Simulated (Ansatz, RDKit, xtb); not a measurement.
**Isomers of CH8N2Si3, a sample narrowed down**

Which of a sample of isomers of CH8N2Si3 is the most stable in the gas at 298.15 K, and what are its properties? The sample is small against all isomers, and the most stable one of this formula need not be in it.

The funnel: GFN2-xTB relaxations, single points with a density functional, relaxations at r2SCAN-D4/def2-SVP, harmonic vibrations (at GFN2-xTB), and a last energy at a higher level. All values are calculated.

## Step 1: Possible bonding patterns

Isomers were taken from a list of plausible structures; this is a sample, not all of them. That gives 3 candidates.

| label | SMILES | spin |
| --- | --- | --- |
| c394 | N#C[SiH2]N([SiH3])[SiH3] | singlet |
| c699 | N#C[Si@@H]([SiH3])N[SiH3] | singlet |
| c803 | N#C[SiH2]N[SiH2][SiH3] | singlet |

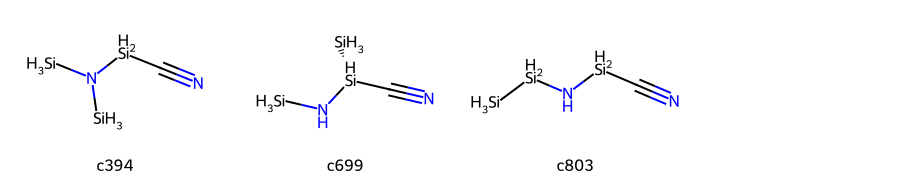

Structural formulas of the candidates.

Candidates are built by distance geometry, with a force field where one applies, in up to four conformers (letters a to d).

**Question.** With final energies at CCSD(T)/def2-SVP + MP2/def2-TZVPP - MP2/def2-SVP, which structure will this search put lowest in free energy, and by what margin?

| quantity | value |
| --- | --- |
| lowest structure found | N#C[SiH2]N([SiH3])[SiH3], singlet |
| next finalist | N#C[Si@@H]([SiH3])N[SiH3], singlet, 14.7 kcal/mol higher in G |
| share at equilibrium, among the finalists | 100.0 % |

`N#C[SiH2]N([SiH3])[SiH3]` comes out lowest. Among the finalists first place is clear (14.7 kcal/mol); structures outside the list aren't covered. GFN2-xTB, HF/STO-3G, r2SCAN-D4/def2-SVP, r2SCAN-D4/def2-SVP, relaxed, HF/def2-SVP and MP2/def2-SVP already put its bonding pattern lowest among the structures in one piece. 4 minima inside the window were never screened. Lowest found is not proven lowest: the search is finite, and each finalist counts with one conformer. Only 3 drawn patterns were tried, so whole families of isomers are missing, and the result ranks this sample alone. The lowest isomer need not be the one that is made and kept in a bottle, which depends on barriers.
